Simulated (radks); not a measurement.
# Sb⁺ with its nuclear charge varied continuously

What is the energy between the elements? 50 electrons are held in [Kr] 4d10 5s2 5p2 while Z is changed in small steps.

The numbers are computed with radks (a radial shooting solver on a logarithmic mesh, Libxc functionals) version 1 (Dirac Kohn-Sham, PBE, spin-unpolarised, spherical densities, finite nucleus; open shells fill j = l - 1/2 first), except any that are marked as measured or tabulated.

## Step 1: The atom as given

```
element            : antimony (Z = 51)
charge             : +1
electrons          : 50
configuration      : [Kr] 4d10 5s2 5p2
nuclear rms radius : 4.6802 fm
```

In the logs a row gives level, spin channel, occupation and eigenvalue; Etot, Ekin, Encl (electron-nucleus), Eh (Hartree) and Exc are energies, all in hartree; err is the last residual, it the number of iterations.

## Step 2: Z = 51

The run's settings:

```text
Z 51
configuration [Kr] 4d10 5s2 5p2
relativity Dirac
functional pbe,pbe
spin unpolarised
j_filling energy
nucleus finite rms 4.6802 fm
c 137.035999084
```

Output:

```text
1s1/2   1   2.0000       -1113.18154654
2s1/2   1   2.0000        -169.59820561
2p1/2   1   2.0000        -158.68806160
2p3/2   1   4.0000        -149.43410644
3s1/2   1   2.0000         -33.49372818
3p1/2   1   2.0000         -29.03358367
3p3/2   1   4.0000         -27.32602057
3d3/2   1   4.0000         -19.45035294
3d5/2   1   6.0000         -19.09549422
4s1/2   1   2.0000          -5.76464498
4p1/2   1   2.0000          -4.25648401
4p3/2   1   4.0000          -3.94088631
4d3/2   1   4.0000          -1.55723579
4d5/2   1   6.0000          -1.51149339
5s1/2   1   2.0000          -0.74978920
5p1/2   1   2.0000          -0.45258105
5p3/2   1   0.0000          -0.42577867
Etot -6483.043855541017
Ekin 6840.840197015772
Encl -15727.617998030992
Eh 2574.1117325940977
Exc -170.37778711989523
err 9.745232229743756e-09
it 14
```

5p1/2 is the highest filled level (-12.315 eV).

Sizes of the orbitals, from the radial functions (bohr):

| level | occupation | energy (eV) | <r> | outermost maximum (interpolated) | 90 % within | nodes |
| --- | --- | --- | --- | --- | --- | --- |
| 4s1/2 | 2 | -156.86 | 0.7908 | 0.723 | 1.14 | 3 |
| 4p1/2 | 2 | -115.82 | 0.8325 | 0.746 | 1.22 | 2 |
| 4p3/2 | 4 | -107.24 | 0.8616 | 0.771 | 1.27 | 2 |
| 4d3/2 | 4 | -42.375 | 1.021 | 0.842 | 1.58 | 1 |
| 4d5/2 | 6 | -41.130 | 1.035 | 0.851 | 1.60 | 1 |
| 5s1/2 | 2 | -20.403 | 2.164 | 1.88 | 3.17 | 4 |
| 5p1/2 | 2 | -12.315 | 2.613 | 2.20 | 3.89 | 3 |
| 5p3/2 | 0 | -11.586 | 2.716 | 2.29 | 4.05 | 3 |

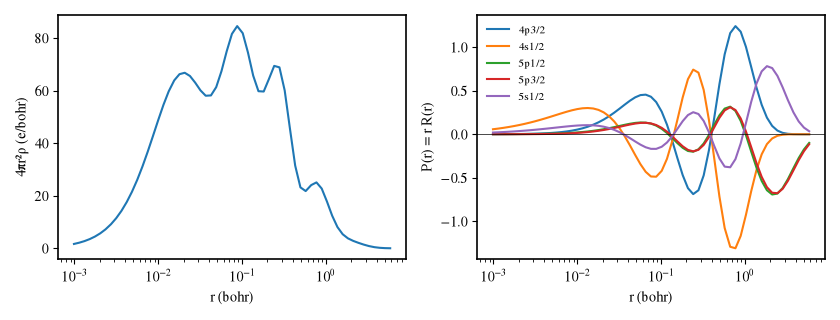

Radial density (left) and radial functions of outer levels (right).

## Step 3: Z = 50

Input: that of step 2 with these lines changed.

```diff
@@ -1,2 +1,2 @@
-Z 51
+Z 50
 configuration [Kr] 4d10 5s2 5p2
```

Output:

```text
1s1/2   1   2.0000       -1065.47051042
2s1/2   1   2.0000        -160.79122997
2p1/2   1   2.0000        -150.19408098
2p3/2   1   4.0000        -141.71847998
3s1/2   1   2.0000         -31.02011677
3p1/2   1   2.0000         -26.71488491
3p3/2   1   4.0000         -25.16720179
3d3/2   1   4.0000         -17.55848351
3d5/2   1   6.0000         -17.23902819
4s1/2   1   2.0000          -4.90521825
4p1/2   1   2.0000          -3.47413597
4p3/2   1   4.0000          -3.19602476
4d3/2   1   4.0000          -0.95964448
4d5/2   1   6.0000          -0.92140789
5s1/2   1   2.0000          -0.37927613
5p1/2   1   2.0000          -0.14078198
5p3/2   1   0.0000          -0.12479074
Etot -6178.859715715017
Ekin 6505.839048317195
Encl -14999.170032694434
Eh 2479.7036106561327
Exc -165.23234199391112
err 2.4786915300820748e-09
it 14
```

E − E(step 2, Z = 51) = +8277.3 eV. 5p1/2 is the highest filled level (-3.831 eV).

## Step 4: Z = 50.2

Input: that of step 3 with these lines changed.

```diff
@@ -1,2 +1,2 @@
-Z 50
+Z 50.2
 configuration [Kr] 4d10 5s2 5p2
```

Output:

```text
1s1/2   1   2.0000       -1074.91099557
2s1/2   1   2.0000        -162.52330240
2p1/2   1   2.0000        -151.86385816
2p3/2   1   4.0000        -143.23685016
3s1/2   1   2.0000         -31.49989037
3p1/2   1   2.0000         -27.16382152
3p3/2   1   4.0000         -25.58514297
3d3/2   1   4.0000         -17.92316299
3d5/2   1   6.0000         -17.59684999
4s1/2   1   2.0000          -5.06688736
4p1/2   1   2.0000          -3.62052837
4p3/2   1   4.0000          -3.33522702
4d3/2   1   4.0000          -1.06954139
4d5/2   1   6.0000          -1.02987239
5s1/2   1   2.0000          -0.44650115
5p1/2   1   2.0000          -0.19605150
5p3/2   1   0.0000          -0.17799883
Etot -6239.024476091856
Ekin 6571.989111456292
Encl -15143.536350676408
Eh 2498.7870650760406
Exc -166.26430194778115
err 2.589044814458767e-09
it 14
```

Energy against step 2 (Z = 51): +6640.1 eV. 5p1/2 is the highest filled level (-5.335 eV).

## Step 5: Z = 50.4

Input: that of step 4 with these lines changed.

```diff
@@ -1,2 +1,2 @@
-Z 50.2
+Z 50.4
 configuration [Kr] 4d10 5s2 5p2
```

Output:

```text
1s1/2   1   2.0000       -1084.40259044
2s1/2   1   2.0000        -164.27034832
2p1/2   1   2.0000        -153.54845713
2p3/2   1   4.0000        -144.76793236
3s1/2   1   2.0000         -31.98747305
3p1/2   1   2.0000         -27.62049435
3p3/2   1   4.0000         -26.01033590
3d3/2   1   4.0000         -18.29502942
3d5/2   1   6.0000         -17.96174851
4s1/2   1   2.0000          -5.23401292
4p1/2   1   2.0000          -3.77230716
4p3/2   1   4.0000          -3.47966449
4d3/2   1   4.0000          -1.18459570
4d5/2   1   6.0000          -1.14346029
5s1/2   1   2.0000          -0.51744912
5p1/2   1   2.0000          -0.25515130
5p3/2   1   0.0000          -0.23499096
Etot -6299.525307511697
Ekin 6638.563335754631
Encl -15288.547065392635
Eh 2517.7529604441697
Exc -167.29453831786407
err 2.8165488763024925e-09
it 14
```

E − E(step 2, Z = 51) = +4993.8 eV. Highest occupied level: 5p1/2 at -6.943 eV.

## Step 6: Z = 50.6

Input: that of step 5 with these lines changed.

```diff
@@ -1,2 +1,2 @@
-Z 50.4
+Z 50.6
 configuration [Kr] 4d10 5s2 5p2
```

Output:

```text
1s1/2   1   2.0000       -1093.94499853
2s1/2   1   2.0000        -166.03200788
2p1/2   1   2.0000        -155.24751787
2p3/2   1   4.0000        -146.31134450
3s1/2   1   2.0000         -32.48248227
3p1/2   1   2.0000         -28.08452095
3p3/2   1   4.0000         -26.44239234
3d3/2   1   4.0000         -18.67369528
3d5/2   1   6.0000         -18.33333497
4s1/2   1   2.0000          -5.40619818
4p1/2   1   2.0000          -3.92907602
4p3/2   1   4.0000          -3.62893840
4d3/2   1   4.0000          -1.30441191
4d5/2   1   6.0000          -1.26177570
5s1/2   1   2.0000          -0.59179351
5p1/2   1   2.0000          -0.31775670
5p3/2   1   0.0000          -0.29543759
Etot -6360.362140674267
Ekin 6705.5625987701305
Encl -15434.221659710845
Eh 2536.6202974353746
Exc -168.3233771689273
err 3.327813658628069e-09
it 14
```

Energy against step 2 (Z = 51): +3338.3 eV. Highest occupied level: 5p1/2 at -8.647 eV.

## Step 7: Z = 50.8

Input: that of step 6 with these lines changed.

```diff
@@ -1,2 +1,2 @@
-Z 50.6
+Z 50.8
 configuration [Kr] 4d10 5s2 5p2
```

Output:

```text
1s1/2   1   2.0000       -1103.53802645
2s1/2   1   2.0000        -167.80802414
2p1/2   1   2.0000        -156.96078326
2p3/2   1   4.0000        -147.86680723
3s1/2   1   2.0000         -32.98463859
3p1/2   1   2.0000         -28.55562197
3p3/2   1   4.0000         -26.88102710
3d3/2   1   4.0000         -19.05887610
3d5/2   1   6.0000         -18.71132361
4s1/2   1   2.0000          -5.58315075
4p1/2   1   2.0000          -4.09054326
4p3/2   1   4.0000          -3.78275471
4d3/2   1   4.0000          -1.42869969
4d5/2   1   6.0000          -1.38452795
5s1/2   1   2.0000          -0.66929940
5p1/2   1   2.0000          -0.38362816
5p3/2   1   0.0000          -0.35909586
Etot -6421.53497362576
Ekin 6772.9878717041465
Encl -15580.574774816516
Eh 2555.402992302352
Exc -169.3510628157428
err 8.602873414629955e-09
it 14
```

E − E(step 2, Z = 51) = +1673.7 eV. Highest occupied level: 5p1/2 at -10.439 eV.

## Step 8: Z = 51.2

Input: that of step 7 with these lines changed.

```diff
@@ -1,2 +1,2 @@
-Z 50.8
+Z 51.2
 configuration [Kr] 4d10 5s2 5p2
```

Output:

```text
1s1/2   1   2.0000       -1122.87547584
2s1/2   1   2.0000        -171.40240513
2p1/2   1   2.0000        -160.42920551
2p3/2   1   4.0000        -151.01307220
3s1/2   1   2.0000         -34.00958170
3p1/2   1   2.0000         -29.51823677
3p3/2   1   4.0000         -27.77719758
3d3/2   1   4.0000         -19.84795126
3d5/2   1   6.0000         -19.48567098
4s1/2   1   2.0000          -5.95050063
4p1/2   1   2.0000          -4.42671897
4p3/2   1   4.0000          -4.10315166
4d3/2   1   4.0000          -1.68984252
4d5/2   1   6.0000          -1.64249394
5s1/2   1   2.0000          -0.83312360
5p1/2   1   2.0000          -0.52446841
5p3/2   1   0.0000          -0.49533713
Etot -6544.8888761160215
Ekin 6909.120674301827
Encl -15875.360863950707
Eh 2592.755019621066
Exc -171.40370608820615
err 9.233655600588474e-09
it 14
```

E − E(step 2, Z = 51) = -1682.9 eV. 5p1/2 is the highest filled level (-14.272 eV).

## Step 9: Z = 51.4

Input: that of step 8 with these lines changed.

```diff
@@ -1,2 +1,2 @@
-Z 51.2
+Z 51.4
 configuration [Kr] 4d10 5s2 5p2
```

Output:

```text
1s1/2   1   2.0000       -1132.61976332
2s1/2   1   2.0000        -173.22050715
2p1/2   1   2.0000        -162.18409921
2p3/2   1   4.0000        -152.60356598
3s1/2   1   2.0000         -34.53206151
3p1/2   1   2.0000         -30.00944371
3p3/2   1   4.0000         -28.23441462
3d3/2   1   4.0000         -20.25152815
3d5/2   1   6.0000         -19.88170970
4s1/2   1   2.0000          -6.14056997
4p1/2   1   2.0000          -4.60110138
4p3/2   1   4.0000          -4.26940187
4d3/2   1   4.0000          -1.82637467
4d5/2   1   6.0000          -1.77738404
5s1/2   1   2.0000          -0.91919019
5p1/2   1   2.0000          -0.59917031
5p3/2   1   0.0000          -0.56764970
Etot -6607.070158181411
Ekin 6977.830450787091
Encl -16023.811459301174
Eh 2611.3398003338543
Exc -172.42895000118193
err 8.729441345993965e-09
it 14
```

E − E(step 2, Z = 51) = -3374.9 eV. Highest occupied level: 5p1/2 at -16.304 eV.

## Step 10: Z = 51.6

Input: that of step 9 with these lines changed.

```diff
@@ -1,2 +1,2 @@
-Z 51.4
+Z 51.6
 configuration [Kr] 4d10 5s2 5p2
```

Output:

```text
1s1/2   1   2.0000       -1142.41438175
2s1/2   1   2.0000        -175.05241953
2p1/2   1   2.0000        -163.95265030
2p3/2   1   4.0000        -154.20547246
3s1/2   1   2.0000         -35.06105351
3p1/2   1   2.0000         -30.50709044
3p3/2   1   4.0000         -28.69755163
3d3/2   1   4.0000         -20.66096415
3d5/2   1   6.0000         -20.28348963
4s1/2   1   2.0000          -6.33472946
4p1/2   1   2.0000          -4.77950875
4p3/2   1   4.0000          -4.43951227
4d3/2   1   4.0000          -1.96671117
4d5/2   1   6.0000          -1.91604217
5s1/2   1   2.0000          -1.00789625
5p1/2   1   2.0000          -0.67658696
5p3/2   1   0.0000          -0.64261521
Etot -6669.5878523999845
Ekin 7046.97071500579
Encl -16172.97681075677
Eh 2629.8718732999578
Exc -173.45362994896112
err 9.89733504579723e-09
it 14
```

E − E(step 2, Z = 51) = -5076.1 eV. The top filled level is 5p1/2, -18.411 eV.

## Step 11: Z = 51.8

Input: that of step 10 with these lines changed.

```diff
@@ -1,2 +1,2 @@
-Z 51.6
+Z 51.8
 configuration [Kr] 4d10 5s2 5p2
```

Output:

```text
1s1/2   1   2.0000       -1152.25932217
2s1/2   1   2.0000        -176.89806799
2p1/2   1   2.0000        -165.73478425
2p3/2   1   4.0000        -155.81869401
3s1/2   1   2.0000         -35.59646152
3p1/2   1   2.0000         -31.01108083
3p3/2   1   4.0000         -29.16650648
3d3/2   1   4.0000         -21.07615766
3d5/2   1   6.0000         -20.69090788
4s1/2   1   2.0000          -6.53287409
4p1/2   1   2.0000          -4.96183712
4p3/2   1   4.0000          -4.61337680
4d3/2   1   4.0000          -2.11074931
4d5/2   1   6.0000          -2.05836524
5s1/2   1   2.0000          -1.09916393
5p1/2   1   2.0000          -0.75663401
5p3/2   1   0.0000          -0.72014807
Etot -6732.442133246246
Ekin 7116.542691784985
Encl -16322.863144883104
Eh 2648.3561621027866
Exc -174.47784225091445
err 9.693016556175394e-09
it 14
```

Energy against step 2 (Z = 51): -6786.5 eV. Highest occupied level: 5p1/2 at -20.589 eV.

## Step 12: Z = 52

Input: that of step 11 with these lines changed.

```diff
@@ -1,2 +1,2 @@
-Z 51.8
+Z 52
 configuration [Kr] 4d10 5s2 5p2
```

Output:

```text
1s1/2   1   2.0000       -1162.15459001
2s1/2   1   2.0000        -178.75739230
2p1/2   1   2.0000        -167.53044056
2p3/2   1   4.0000        -157.44314683
3s1/2   1   2.0000         -36.13820348
3p1/2   1   2.0000         -31.52133284
3p3/2   1   4.0000         -29.64119106
3d3/2   1   4.0000         -21.49702109
3d5/2   1   6.0000         -21.10387556
4s1/2   1   2.0000          -6.73491347
4p1/2   1   2.0000          -5.14799715
4p3/2   1   4.0000          -4.79090400
4d3/2   1   4.0000          -2.25840078
4d5/2   1   6.0000          -2.20426453
5s1/2   1   2.0000          -1.19292690
5p1/2   1   2.0000          -0.83923919
5p3/2   1   0.0000          -0.80017486
Etot -6795.633195924669
Ekin 7186.547638713837
Encl -16473.476069669996
Eh 2666.7969065922816
Exc -175.50167156079152
err 9.361796508083461e-09
it 14
```

Energy against step 2 (Z = 51): -8506.0 eV. The top filled level is 5p1/2, -22.837 eV.

## Step 13: All runs together

| Z | E (hartree) | E(electron-nucleus)/Z (hartree) | highest level | its energy (eV) | <r> (bohr) |
| --- | --- | --- | --- | --- | --- |
| 50 | -6178.85972 | -299.983 | 5p1/2 | -3.831 | 3.170 |
| 50.2 | -6239.02448 | -301.664 | 5p1/2 | -5.335 | 3.022 |
| 50.4 | -6299.52531 | -303.344 | 5p1/2 | -6.943 | 2.898 |
| 50.6 | -6360.36214 | -305.024 | 5p1/2 | -8.647 | 2.791 |
| 50.8 | -6421.53497 | -306.704 | 5p1/2 | -10.439 | 2.697 |
| 51 | -6483.04386 | -308.385 | 5p1/2 | -12.315 | 2.613 |
| 51.2 | -6544.88888 | -310.066 | 5p1/2 | -14.272 | 2.537 |
| 51.4 | -6607.07016 | -311.747 | 5p1/2 | -16.304 | 2.468 |
| 51.6 | -6669.58785 | -313.430 | 5p1/2 | -18.411 | 2.405 |
| 51.8 | -6732.44213 | -315.113 | 5p1/2 | -20.589 | 2.347 |
| 52 | -6795.63320 | -316.798 | 5p1/2 | -22.837 | 2.293 |

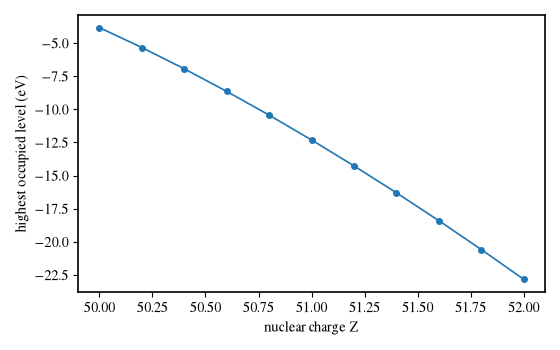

The highest occupied level against the nuclear charge.

What this shows: At Z = 51 the central difference of E is -308.385 hartree, against -308.385 from the Hellmann-Feynman theorem. The top level goes from -3.831 eV at Z = 50 to -22.837 eV at Z = 52.
